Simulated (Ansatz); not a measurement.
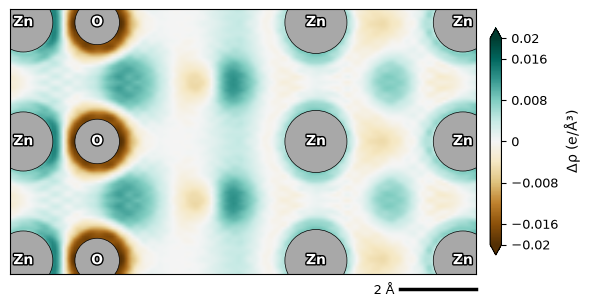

Zn$_{5}$O$_{2}$. Difference of the valence pseudo-densities of two functionals at the same geometry, on the (11̄0) plane of the calculation cell: one of PBE and r2SCAN less the other.

Both computed with Ansatz (plane waves, PAW), on the same k-point mesh. Grey discs cover the atomic cores.

```xyz
7
Lattice="3.1395 0.0000 0.0000 -1.5697 2.7188 0.0000 0.0000 0.0000 11.5916" Properties=species:S:1:pos:R:3 pbc="T T T"
Zn    0.0000    1.8126    5.6160
Zn    0.0000    0.0000    2.7945
Zn    1.5697    0.9063    0.0394
Zn    1.5697    0.9063    7.7565
Zn    0.0000    1.8126    9.7496
O     0.0000    0.0000    4.7434
O     1.5697    0.9063    1.9890
```

Question: Which was subtracted from which, and what does the map show?

Answer: It is PBE less r2SCAN. Against r2SCAN, PBE gives more density around Zn (+0.009 e/Å³ on average at 1.0 Å from the nucleus), less density around O (−0.015 e/Å³ on average at 0.7 Å from the nucleus) and a change of +0.006 e/Å³ at the midpoint of Zn–O.
